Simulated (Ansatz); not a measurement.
The figure comes from a scan of Hg4Pt (space group Im-3m): the cell is scaled evenly about its relaxed volume V₀. Computed with r2SCAN (plane waves to 500 eV, PAW, scalar-relativistic; Ansatz, a program for electronic structure). k mesh 11×11×11 (Γ-centred), Fermi-Dirac smearing 0.05 eV. Energies are smeared free energies. Hg4Pt is run without spin polarisation. Hg4Pt was relaxed with its symmetry unable to fall. Spin-orbit coupling is left out, though Hg and Pt are heavy. ΔE is measured from the relaxed starting cell.

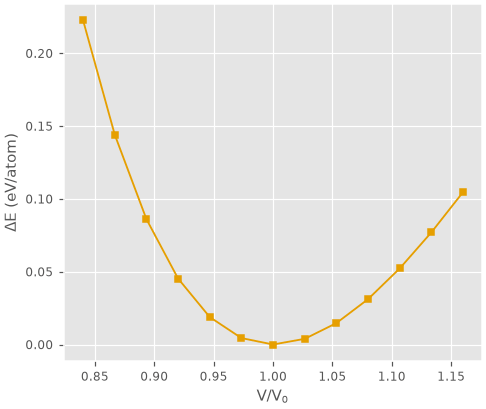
*ΔE (eV/atom) against V/V₀; markers are the computed points, lines only join them.*

**Question.** Read the plotted values off the figure, to the accuracy that the plot allows.

**Answer.** To the nearest 0.005:

| V/V₀ | ΔE (eV/atom) |
|---|---|
| 0.840 | 0.225 |
| 0.867 | 0.145 |
| 0.893 | 0.085 |
| 0.920 | 0.045 |
| 0.947 | 0.020 |
| 0.973 | 0.005 |
| 1.000 | 0.000 |
| 1.027 | 0.005 |
| 1.053 | 0.015 |
| 1.080 | 0.030 |
| 1.107 | 0.050 |
| 1.133 | 0.075 |
| 1.160 | 0.105 |

(Under strain, the slope of the energy per volume gives the stress and its curvature an elastic modulus.)
